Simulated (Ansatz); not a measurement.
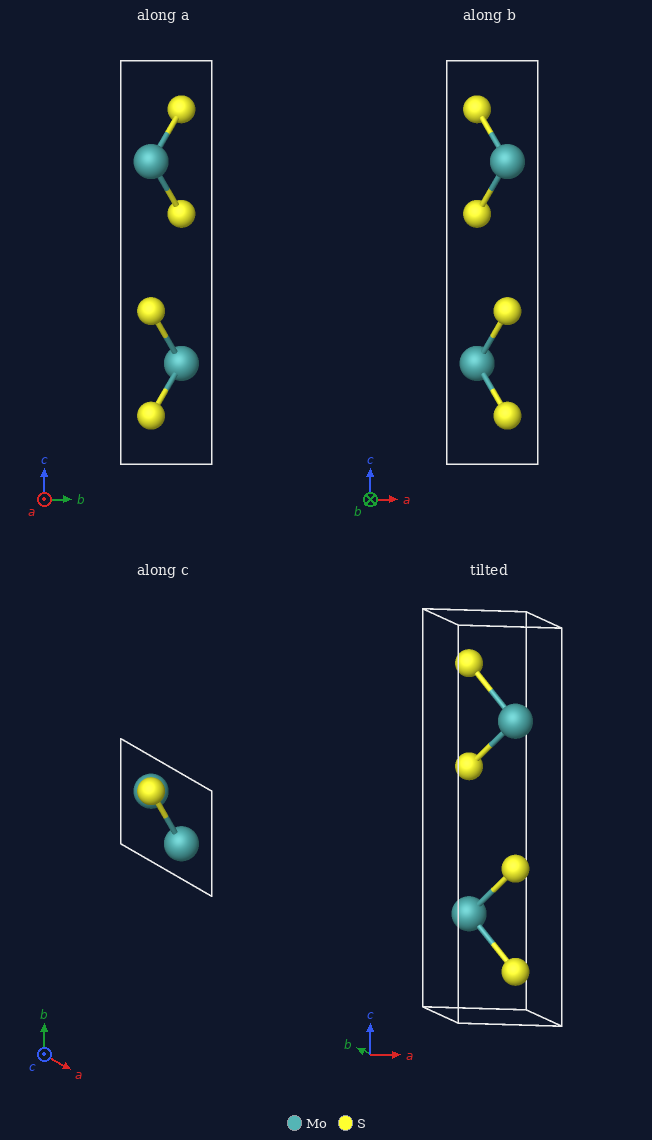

The image is a ball-and-stick drawing of a crystal, viewed along the a axis, along the b axis, along the c axis and slightly off an axis. Atoms at the boundary of the conventional unit cell (the box) are drawn once for each face, edge or corner they touch.

Lattice parameters: a = 3.1491 Å, b = 3.1491 Å, c = 12.0887 Å, α = 90.000°, β = 90.000°, γ = 120.000°.

Give the structure in the form of a CIF in P1 with every atom of the cell, with free fractional coordinates to two decimals.

Answer.
```cif
data_structure
_symmetry_space_group_name_H-M 'P 1'
_symmetry_Int_Tables_number 1
_cell_length_a 3.1491
_cell_length_b 3.1491
_cell_length_c 12.0887
_cell_angle_alpha 90.000
_cell_angle_beta 90.000
_cell_angle_gamma 120.000
_cell_volume 103.82
loop_
_atom_site_label
_atom_site_type_symbol
_atom_site_fract_x
_atom_site_fract_y
_atom_site_fract_z
_atom_site_occupancy
Mo1 Mo 0.3333 0.6667 0.25 1
Mo2 Mo 0.6667 0.3333 0.75 1
S1 S 0.6667 0.3333 0.38 1
S2 S 0.6667 0.3333 0.12 1
S3 S 0.3333 0.6667 0.88 1
S4 S 0.3333 0.6667 0.62 1
```

The initial geometry was a structure type filled with these elements by a generator (whether the compound takes this form wasn't checked). Atoms and cell were optimised with DFT, PBE-D3(BJ), plane waves, PAW (Ansatz).
